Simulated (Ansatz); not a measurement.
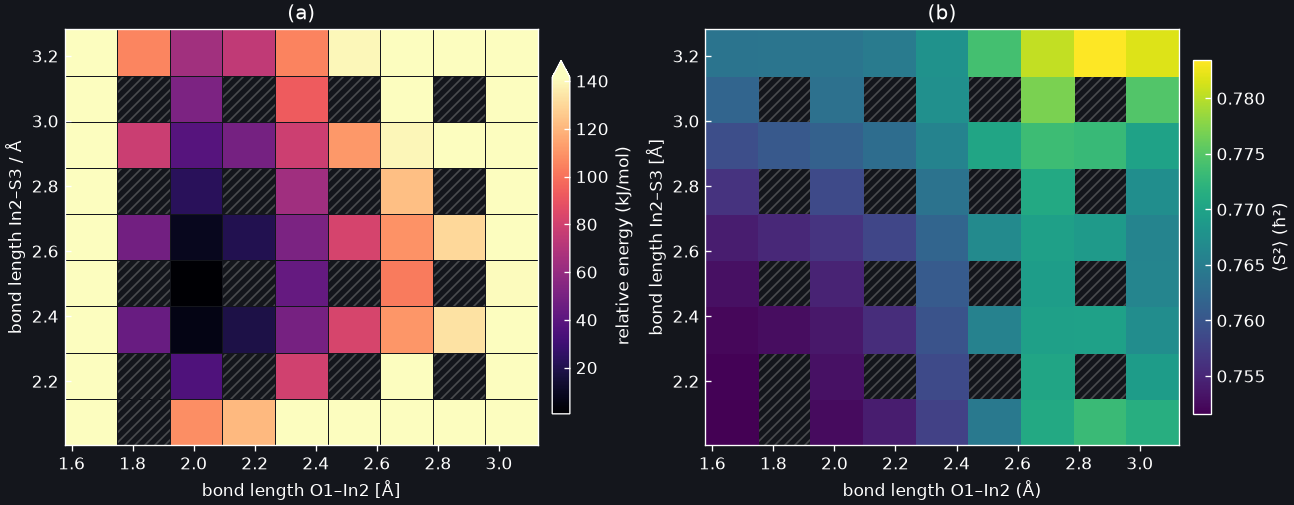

H2InOS, SMILES [OH][In][SH], spin multiplicity 2. 
- The first coordinate is: bond length O1–In2; the second: bond length In2–S3.
- Nothing is relaxed (all other coordinates rigid).
- The grid has 9 × 9 points. At 17 points there is no value.
- Energies are in kJ/mol, from the relaxed molecule at the same level.
- Method: UKS B3LYP-D4/def2-TZVP (Ansatz 0.2.0).

Panel (a) is the energy; panel (b) is the computed ⟨S²⟩, in ħ².

Drawn: one coloured cell a grid point, one colour for all values above the top of the scale, hatched blanks where no value was computed.

Question: How does the ⟨S²⟩ vary over the map, and what is it at the lowest grid point?

Answer: Leaving out the highest fifth of the energies, it runs from 0.75 ħ² at bond length O1–In2 = 2.008 Å, bond length In2–S3 = 2.075 Å to 0.78 ħ² at bond length O1–In2 = 2.870 Å, bond length In2–S3 = 3.211 Å. At the lowest grid point, bond length O1–In2 = 2.008 Å, bond length In2–S3 = 2.501 Å, it is 0.75 ħ².
